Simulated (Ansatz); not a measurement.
# Profile along the S–Hg line in HgS (zinc blende)

HgS (zinc blende)

```cif
data_HgS
_chemical_formula_sum 'S1 Hg1'
_space_group_name_H-M_alt 'P 1'
_space_group_IT_number 1
_cell_length_a 4.23683
_cell_length_b 4.23683
_cell_length_c 4.23683
_cell_angle_alpha 60.000
_cell_angle_beta 60.000
_cell_angle_gamma 60.000
loop_
_space_group_symop_operation_xyz
  'x, y, z'
loop_
_atom_site_label
_atom_site_type_symbol
_atom_site_fract_x
_atom_site_fract_y
_atom_site_fract_z
_atom_site_occupancy
S1 S 0.25000 0.25000 0.25000 1
Hg1 Hg 0.00000 0.00000 0.00000 1
```

Fields along a shortest S–Hg line of a {110} plane (2.59 Å), from S to Hg, interpolated on the slice's grid (step about 0.2 Å). Computed with PBE (plane waves to 420 eV, PAW, scalar-relativistic; Ansatz, a first-principles code). k mesh 10×10×10. These are valence fields of a PAW run, semicore shells included where kept as valence: close to a nucleus they are smooth pseudo fields. At this level the bands of HgS touch or barely overlap. HgS was relaxed with its symmetry unable to fall. Spin-orbit coupling is left out, though Hg is heavy.

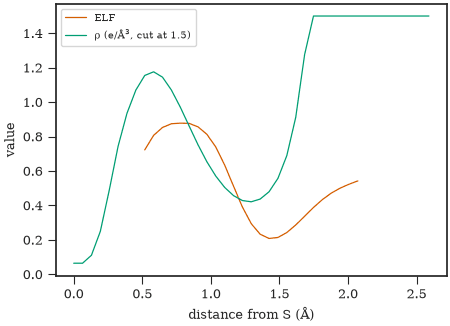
Figure: ELF (away from the nuclei) and valence density from S to Hg.

Density on the S–Hg line (2.59 Å) at its midpoint: 0.42 e/Å³. ELF at that point: 0.3.
